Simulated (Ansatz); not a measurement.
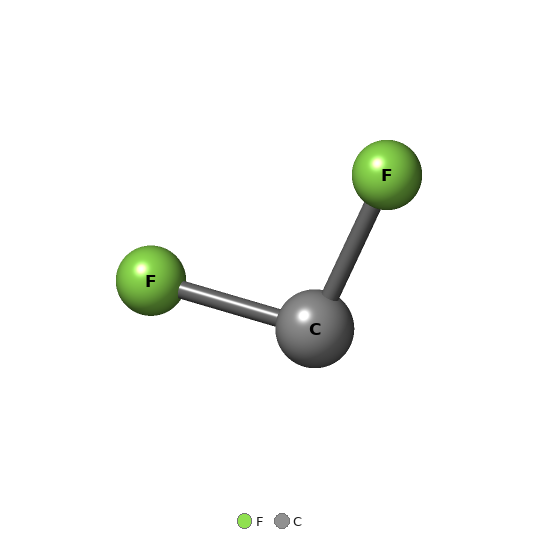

Ball-and-stick drawing of a structure. Every bond is drawn as one stick, whatever its order.

Give the formula.

Answer. CF₂, 3 atoms: 1 carbon and 2 fluorine.

Name functional groups in it.

Answer. Among them: C–F bond.

Give a SMILES string for it.

Answer. F[C]F

Count the bonded pairs by element.

Answer. 2 C–F.

The parts below concern this one geometry. Atoms keep their numbers from picture to picture. Computed geometry: PBE0-D4/def2-TZVP optimisation.

Geometry

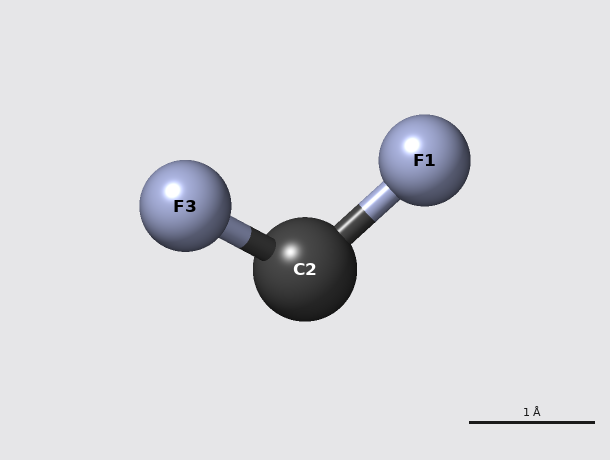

Numbered structure.

Give the bond lengths.

```csv
bond,length (Å),order
F1–C2,1.296,single
C2–F3,1.296,single
```

Dipole moment

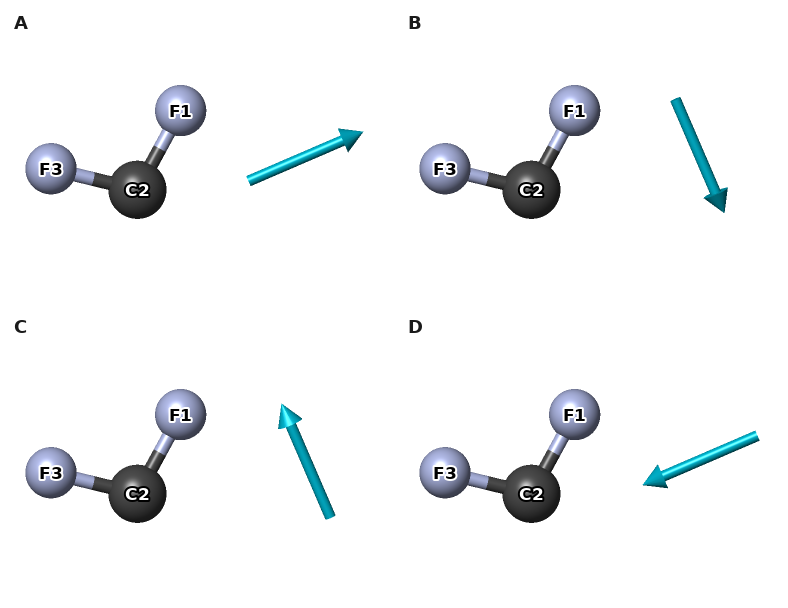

The same molecule four times, each with an arrow. Properties computed with RKS PBE0-D4/def2-TZVP (Ansatz 0.2.0).

Which arrow points along the dipole moment, from the negative to the positive end?

Answer. C. The dipole moment is 0.69 D; it points from the side of C2 to the side of F1, F3 (the outermost atoms at the two ends).

Electronic properties

Method: RKS SPW92 (LDA)/def2-TZVPP (Ansatz 0.2.0).

Computed properties:

- HOMO energy (Kohn–Sham orbital): −7.24 eV
- LUMO energy (Kohn–Sham orbital): −3.81 eV
- HOMO–LUMO gap: 3.43 eV

Charges

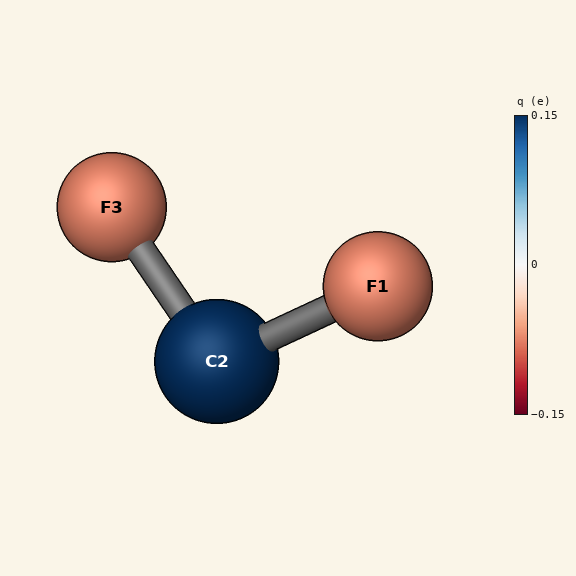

Atoms are coloured by their Mulliken charges. Level of theory: RKS B3LYP-D4/def2-TZVPP (Ansatz 0.2.0).

List the Mulliken charges.

```json
{"atom": "F1", "value (e)": "−0.07"}
{"atom": "C2", "value (e)": "0.15"}
{"atom": "F3", "value (e)": "−0.07"}
```

Mulliken values depend strongly on the basis set and can even reverse the polarity of a bond.
